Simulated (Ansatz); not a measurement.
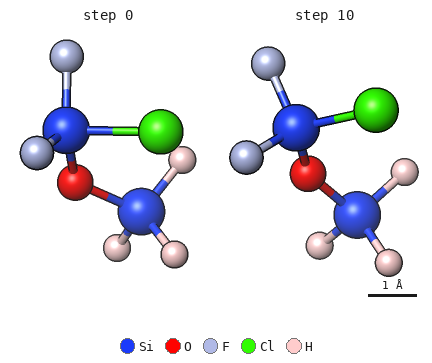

The structure of Si$_{2}$H$_{3}$OClF$_{2}$ before (left) and after (right) a relaxation, at one scale.

The picture is a ball-and-stick view, seen from a free direction.

It is one of the separated reactants of a reaction.

Computed with RKS PBE0-D4/def2-TZVP in Ansatz 0.2.0.

The input:
```yaml
crystal:
  periodic: [false, false, false]
  atoms:
    - {symbol: Si, position_ang: [-0.218071, -0.262836, 1.162906]}
    - {symbol: O, position_ang: [0.139541, -0.348791, -0.456715]}
    - {symbol: Si, position_ang: [0.710963, -1.639610, -1.373068]}
    - {symbol: F, position_ang: [0.952559, 0.061015, 2.207849]}
    - {symbol: F, position_ang: [-1.740926, -0.063130, 1.606839]}
    - {symbol: Cl, position_ang: [-0.187346, -2.348827, 1.519929]}
    - {symbol: H, position_ang: [1.950237, -2.185876, -0.782016]}
    - {symbol: H, position_ang: [-0.328510, -2.672751, -1.555474]}
    - {symbol: H, position_ang: [1.014243, -1.002673, -2.679463]}
basis:
  gaussian: {orbitals: def2-TZVP}
hamiltonian: {xc: pbe0, dispersion: d4}
relax: {f_tol: 0.005, max_steps: 200}
```

Run as
```bash
ansatz run in.yaml --threads 4 --pin off --events-out ev --progress --plain --max-ram 66560MiB --backend cuda --devices 0, --max-vram 37GiB
```

Summarise the run.

Answer. The energy falls by 30.1 kcal/mol in 10 geometry steps. The largest force component goes from 4.9 to 0.0028 eV/Å. The atom that moves furthest after the best rigid fit is Cl6 (0.68 Å). By element the largest moves are Cl 0.68 Å, O 0.42 Å, H 0.36 Å, F 0.34 Å, Si 0.34 Å. Among the contacts that change: Si3–Cl6 3.111 → 3.907 Å, Si1–Cl6 2.117 → 2.018 Å, Si1–O2 1.661 → 1.591 Å, O2–Si3 1.683 → 1.649 Å. Bond angles that change, for instance: Si1–O2–Si3 130.1° → 149.5°, O2–Si1–Cl6 96.3° → 112.0°, F4–Si1–Cl6 94.5° → 108.8°. The run took about 20 s of wall time on a shared GPU.
